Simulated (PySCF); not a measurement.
# C9H13B (SMILES C=C/C1=C/C/C=C\BCC1): what the fields show

Input file:

```
{"job": {"kind": "nmr", "xc": "PBE0", "basis": "pcSseg-1"}, "charge": 0, "multiplicity": 1}
C      3.061904     0.393462    -0.766066
C      1.928812     1.073040    -0.624867
C      0.757514     0.669492     0.138660
C     -0.290868     1.498741     0.206439
C     -1.546498     1.280181     0.990321
C     -2.482654     0.211793     0.494728
C     -2.235637    -0.761722    -0.378698
B     -0.971837    -1.240296    -1.124258
C      0.340554    -1.690885    -0.356833
C      0.722959    -0.700850     0.754745
H      3.232187    -0.566384    -0.310505
H      3.877659     0.784221    -1.350345
H      1.840054     2.038547    -1.109576
H     -0.236670     2.443044    -0.320780
H     -2.105861     2.219341     1.027779
H     -1.292222     1.029089     2.028988
H     -3.478676     0.312210     0.916398
H     -3.101672    -1.373590    -0.631856
H     -1.053545    -1.422724    -2.282440
H      0.178845    -2.679528     0.085001
H      1.184179    -1.795500    -1.041443
H      1.691671    -0.955800     1.188241
H     -0.024951    -0.738896     1.545548
```

Launched as:

```sh
OMP_NUM_THREADS=1 python probes_run.py task.json out
```

Geometry: GFN2-xTB.

The calculation used PBE0/pcSseg-1, SCF density, gas phase, non-relativistic in PySCF.

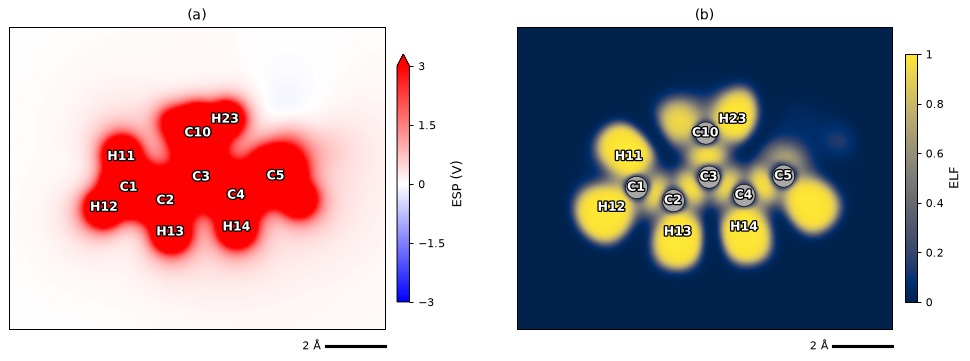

Figure 1. (a) electrostatic potential; (b) electron localisation function on the plane of atoms C2, C3 and C4. Grey discs cover the atomic cores in the ELF map.

### Interpret the plot.

The section cuts through C and H sites.
C–C (1.33 Å): the ELF peaks at about 0.95 between the atoms (a multiple bond).
C–H (1.08 Å): the ELF climbs to about 1 towards the hydrogen, as it does in any bond to H; an ordinary covalent bond to hydrogen.
C–C (1.46 Å): the ELF peaks at about 0.95 between the atoms; localised, covalent bonding.
C–C (1.50 Å): the ELF peaks at about 0.95 between the atoms; a covalent bond.
The potential has no marked negative region in this plane.

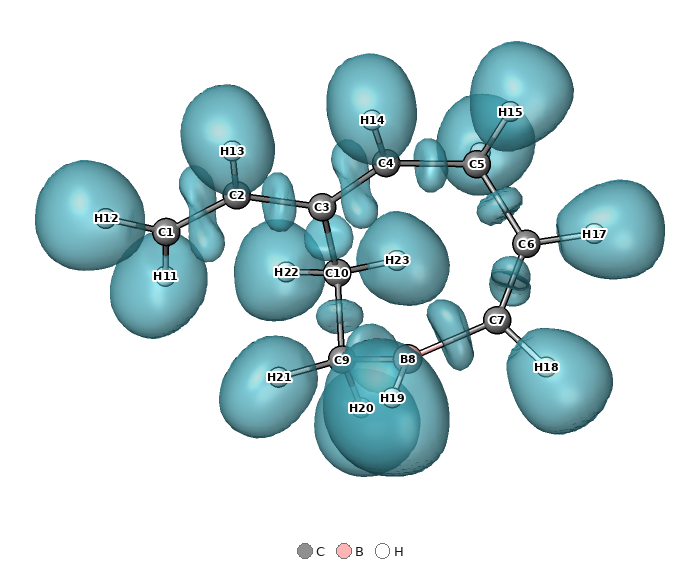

Figure 2. Isosurface of the ELF at 0.85 (cyan), seen across its widest extent. Core shells and regions of very low density are left out.

### Identify the bonds, lone pairs and shells in this picture.

At this value the surface marks out two regions between bonded B–C atoms (shared pairs), eight regions between bonded C–C atoms (shared pairs) and 13 regions around hydrogen nuclei. Profiles from the grid: C–B (1.54 Å): the ELF peaks at about 1 between the atoms; a shared electron pair.

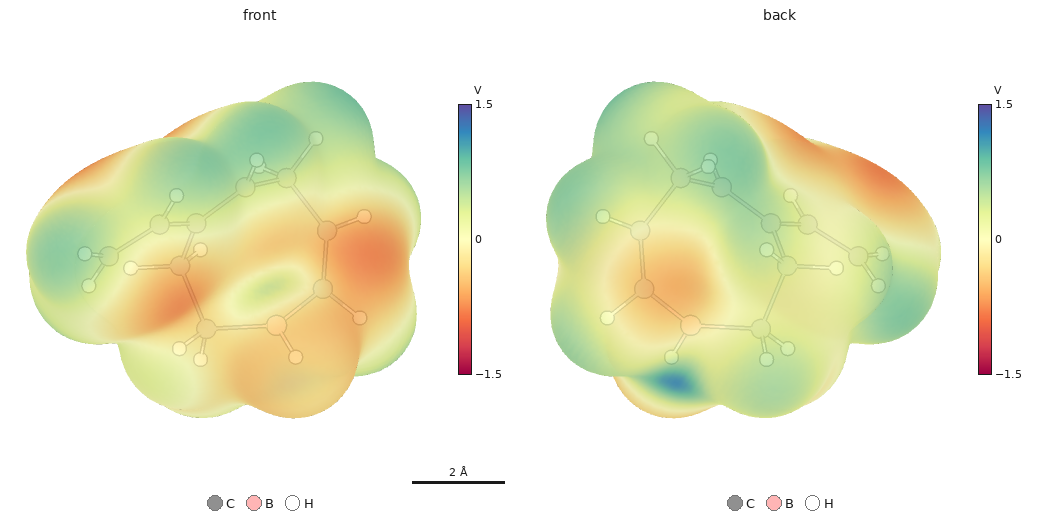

Figure 3. The electrostatic potential painted on the density surface at 0.002 e/bohr³, seen from the front and from behind; the colour scale runs from red (negative) to blue (positive).

### Where is the surface potential most negative and most positive?

The most negative region (about −0.8 V, or −18 kcal/mol for a unit charge) lies over the π face of C1, C2, C6 and C7, the most positive (about +1.0 V, or +23 kcal/mol for a unit charge) over B8.

### How polar is the molecule by this calculation?

Its dipole moment is 0.97 D.
